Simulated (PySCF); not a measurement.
# ClF$_{3}$Ti, SMILES `F[Ti](F)(F)Cl`: electronic structure

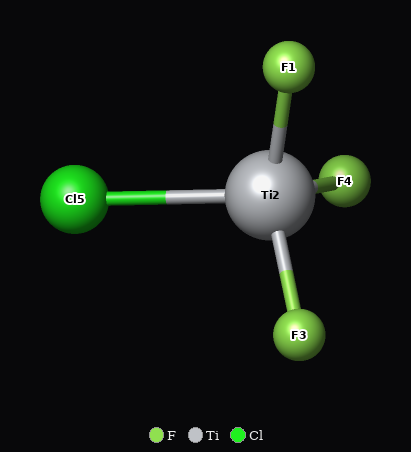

The molecule, with its atoms numbered as below. No frequency check shows the geometry to be a minimum.

Coordinates in Å:

```
F1       0.8042    1.2505    1.0518
Ti2      0.3624   -0.0001    0.0002
F3       0.8035   -1.5366    0.5567
F4       0.8039    0.2859   -1.6089
Cl5     -1.7457    0.0002   -0.0000
```

### 1. Bonding charge

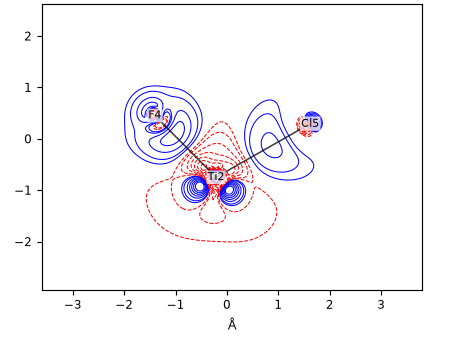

Deformation density (molecule less spherical, spin-averaged free atoms) in the plane of Ti2, F4 and Cl5; contours at ±0.05 to ±0.8 e/Å³; solid blue lines: gain, dashed red lines: loss.

PySCF calculation, PBE0/def2-TZVP, gas phase; geometry: GFN2-xTB. This is a single-reference result, which may miss multireference character in this system.

Question: Describe the bonding that the map shows.

Answer: Ti2–Cl5: +0.18 e/Å³ at the bond critical point (bond length 2.11 Å, Mayer order 1.1). Ti2–F4: +0.15 e/Å³ at the bond critical point (bond length 1.69 Å, Mayer order 1.0). In all, 1.3 electrons gather in the regions of gain relative to the promolecule.

Question: Where do the Hirshfeld charges lie?

Answer: The highest Hirshfeld charge is on Ti2 (+0.75 e), the lowest on F1, F3 and F4 (−0.21 e).

### 2. Bond critical points

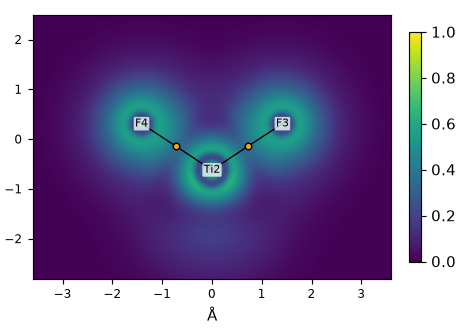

Localised orbital locator (LOL) in the plane of Ti2, F3 and F4, with bond paths and bond critical points (dots).

Question: Rank the bonds in the plane by LOL at their critical points.

Answer: Ti2–F3 and Ti2–F4: about 0.36. Values above 0.5 mark slow, localised electrons, as in shared pairs; low values at a critical point mark a polar or closed-shell contact whose critical point lies between the shells.

### 3. Local ionisation energy

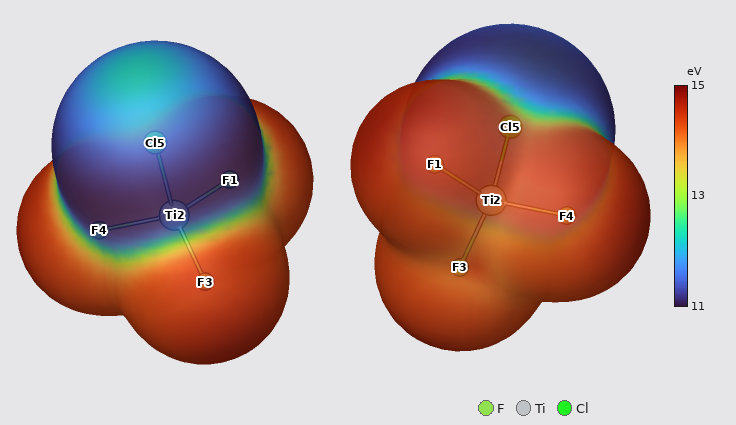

Average local ionisation energy on the surface of electron density 0.001 a.u. (back view left, front view right).

Question: Locate the minima of the map.

Answer: The lowest value is 11.1 eV, 2.1 Å from Cl5, and at like points elsewhere. Further minima include 14.0 eV, near F1 (1.96 Å), F4 (2.09 Å) and Ti2 (2.09 Å). For comparison, the highest occupied orbital lies at −10.1 eV.

### 4. In an electric field

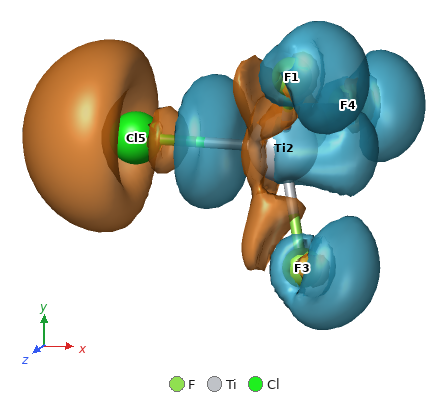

Change of the electron density in a uniform field of 0.21 V/Å, surfaces at ±0.0015 e/Å³ (light blue: gain, orange: loss).

Computed with PySCF, PBE0/def2-TZVP, geometry: GFN2-xTB. This is a single-reference result, which may miss multireference character in this system. A basis without diffuse functions makes polarisabilities too small.

The field was applied in both directions; the picture shows the one opposite to the script's first.

Question: Along which Cartesian direction does the field point?

Answer: Along −x: electrons gather on the +x side, against the field.

Question: How large is the response?

Answer: The induced dipole is 0.51 D (along the field); α along this axis, from the fields in both directions, is 50 bohr³ (7.4 Å³).

The PySCF runs shown took 20 s and 44 s on 1 thread of Arm Neoverse V2, on a shared host.
